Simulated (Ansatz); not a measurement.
# C₂H₇BrSi₂ (SMILES [SiH3]C=C[SiH2]Br): what the fields show

Input file:

```
crystal:
  periodic: [false, false, false]
  atoms:
    - { symbol: Si, position_ang: [-1.6336, 0.6437, -0.6404] }
    - { symbol: C, position_ang: [-0.747, -0.8715, -0.3765] }
    - { symbol: C, position_ang: [0.4342, -1.0716, 0.1606] }
    - { symbol: Si, position_ang: [1.7582, 0.1254, 0.8715] }
    - { symbol: Br, position_ang: [0.69954, 1.70036, 1.94109] }
    - { symbol: H, position_ang: [-0.8176, 1.7029, -1.3269] }
    - { symbol: H, position_ang: [-2.0942, 1.2365, 0.6592] }
    - { symbol: H, position_ang: [-2.8324, 0.4241, -1.4993] }
    - { symbol: H, position_ang: [-1.2928, -1.7157, -0.6914] }
    - { symbol: H, position_ang: [0.8369, -2.0926, 0.2584] }
    - { symbol: H, position_ang: [2.61579, -0.71554, 1.81788] }
    - { symbol: H, position_ang: [2.60036, 0.63639, -0.2134] }
basis:
  gaussian: { orbitals: def2-SVP }
hamiltonian:
  xc: pbe0
  dispersion: d4
relax:
  f_tol: 0.015
  max_steps: 40
output:
  orbitals: {}
```

Run with:

```sh
ansatz run input.yaml --threads 2 --pin off --max-ram 3072MiB --backend cpu --events-out ev --progress --plain --runs-dir out
```

The fields are those of the relaxed geometry.

The calculation used RKS PBE0-D4/def2-SVP (Ansatz 0.2.0).

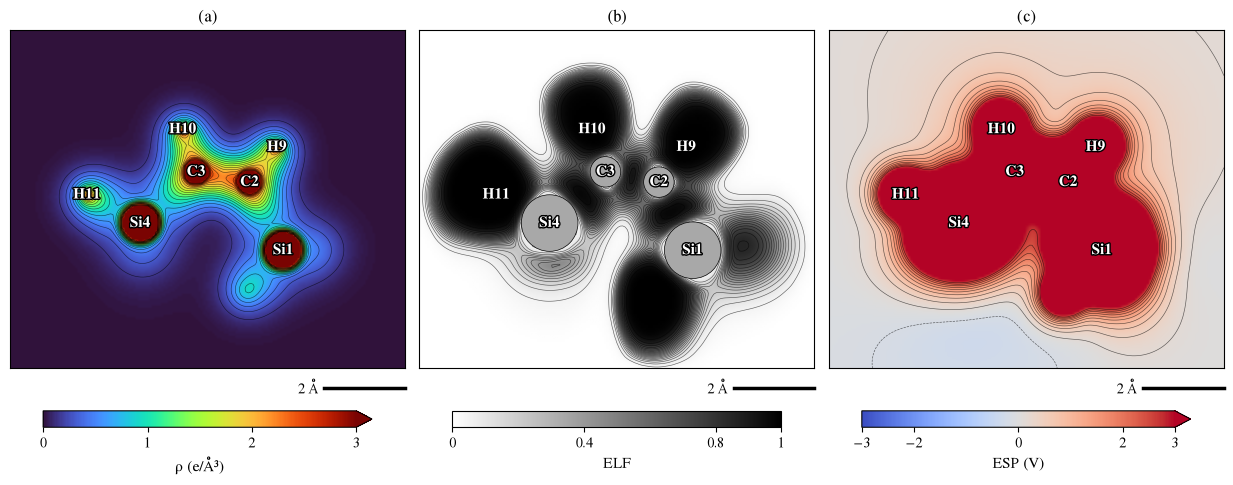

Figure 1. (a) electron density; (b) ELF; (c) electrostatic potential on the plane of atoms C3, Si4 and H11. Grey discs cover the atomic cores in the ELF map.

Question: Describe what can be read from this map.

Answer: Atoms in the plane: Si, C and H.
C–C (1.35 Å): ρ is about 2.2 e/Å³ halfway; the ELF peaks at about 0.90 between the atoms; a covalent bond.
C–Si (1.87 Å): ρ is about 0.97 e/Å³ halfway; the ELF peaks at about 0.95 between the atoms; a shared electron pair.
C–H (1.10 Å): ρ is about 1.9 e/Å³ halfway; the ELF climbs to about 1 towards the hydrogen, as it does in any bond to H (a covalent bond by its length).
Si–H (1.49 Å): ρ at the midpoint is about 0.78 e/Å³; the ELF climbs to about 1 towards the hydrogen.
Outside the dense part of the molecule the potential is most negative (−0.3 V) near Br5, which lies off the plane.

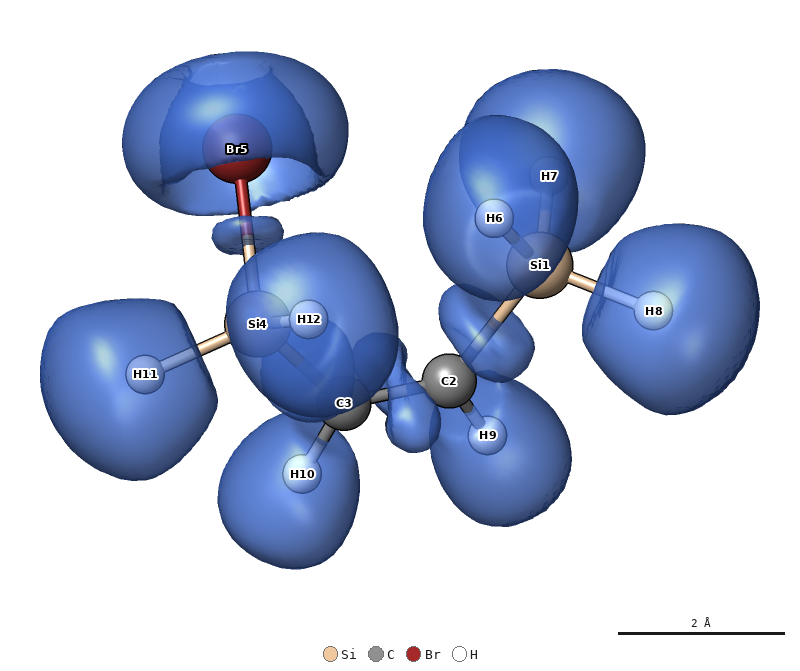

Figure 2. Isosurface of the electron localisation function at 0.8 (blue), seen at a tilt. Core shells and regions of very low density are left out.

Question: Where are the electrons localised?

Answer: At this value the surface marks out one region between bonded Br–Si atoms (shared pairs), one region between bonded C–C atoms (shared pairs), two regions between bonded C–Si atoms (shared pairs), seven regions around hydrogen nuclei and one ring or bowl of non-bonding electrons around Br.

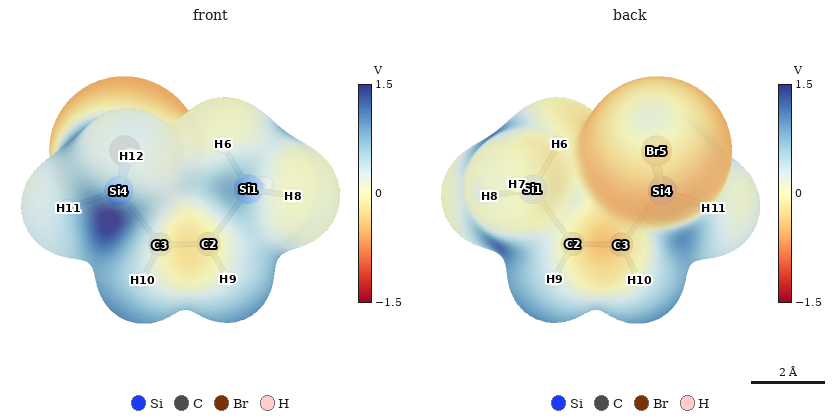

Figure 3. The electrostatic potential painted on the density surface at 0.002 e/bohr³, seen from the front and from behind; the colour scale runs from red (negative) to blue (positive).

Question: Which sites attract a positive test charge, and which a negative one?

Answer: A positive charge is drawn to the negative regions and a negative charge to the positive ones. The most negative region (about −0.6 V) lies over Br5, the most positive (about +1.4 V) over Si4. Br5 shows a σ-hole: about +0.2 V at the tip opposite its bond, against about −0.5 V on its flanks.

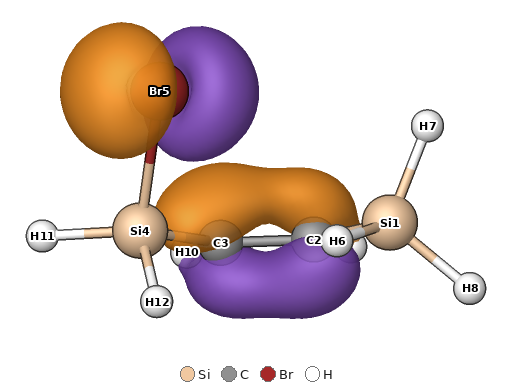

Figure 4. One frontier orbital at ±0.15 Å⁻³ᐟ² (orange and purple are the two phases), seen from one side.

Question: Which orbital is it: HOMO or LUMO?

Answer: The HOMO, at −8.02 eV. By Hirshfeld shares it lies mainly on Br5 (about 50 %), C3 (about 20 %) and C2 (about 15 %).
